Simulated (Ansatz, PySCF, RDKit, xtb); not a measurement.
# SiNH6O+: a search for the lowest isomer

Given the formula SiNH6O+ (charge +1) and nothing else, which arrangement of the atoms is the most stable in the gas at 298.15 K, and what are its properties?

Plan: many cheap relaxations first (GFN2-xTB), then density-functional screening, relaxation at PBE0-D3(BJ)/pcseg-1, vibrations and a final energy. The numbers are computed, not measured.

7 further runs of the same task are left out: 7 set aside as unsound or not needed.

## (1) Candidates

All bonding patterns within simple valence rules are listed by program: one Lewis structure each, at most two rings and one unusual centre or charged pair. O–O, O–halogen and N–halogen bonds and N–N–N chains are not drawn. That gives 9 candidates.

```csv
label,SMILES,spin
c091,[NH3+][SiH-][OH2+],singlet
c097,N[OH+][SiH3],singlet
c153,N[SiH2][OH2+],singlet
c437,O[NH2+][SiH3],singlet
c495,[NH3+][SiH2]O,singlet
c507,[NH3+][OH+][SiH2-],singlet
c730,[NH3+]O[SiH3],singlet
c751,[OH2+][NH2+][SiH2-],singlet
c820,[OH2+]N[SiH3],singlet
```

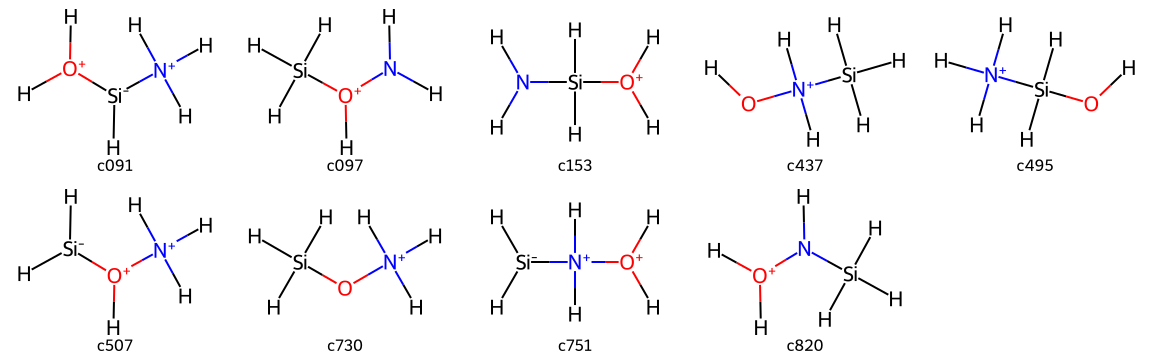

Structural formulas of the candidates.

Candidates are built by distance geometry, with a force field where one applies, in up to four conformers (letters a to d). 1 start with atoms placed at random is added, to find patterns that the rules miss.

Q: Predict the outcome of this search (final energies at CCSD(T)/def2-TZVP).

| quantity | value |
| --- | --- |
| lowest structure found | [NH3+][SiH2]O, singlet, Cs |
| next finalist | N[SiH2][OH2+], singlet, 20.3 kcal/mol higher in G |
| share at equilibrium, among the finalists | 100.0 % |
| harmonic wavenumbers, lowest and highest (PBE0-D3(BJ)/pcseg-1) | 86 and 3875 cm⁻¹ |
| rotational constants, same geometry | 0.5408, 0.2413, 0.1833 cm⁻¹ |
| HOMO energy (PBE0/def2-TZVPD) | -14.26 eV |
| LUMO energy (PBE0/def2-TZVPD) | -5.45 eV |
| HOMO–LUMO gap (PBE0/def2-TZVPD) | 8.81 eV |
| lowest excitation (TD-PBE0/def2-SVPD) | 7.35 eV (f = 0.009) |
| lowest triplet excitation, same level, Tamm-Dancoff | 6.88 eV |
| vertical ionisation energy | 16.74 eV |
| vertical recombination energy (electron added) | 3.89 eV |
| vertical triplet less singlet | +6.86 eV |

The lowest structure found is `[NH3+][SiH2]O`. Among the finalists first place is clear (20.3 kcal/mol); structures outside the list aren't covered. PBE0-D3(BJ)/pcseg-1, HF/def2-TZVP and MP2/def2-TZVP already put its bonding pattern lowest among the structures in one piece. The search is not exhaustive (a finite list of starts, one conformer a finalist), so a lower isomer can't be ruled out. Patterns outside the rules of the enumeration were met only by chance.
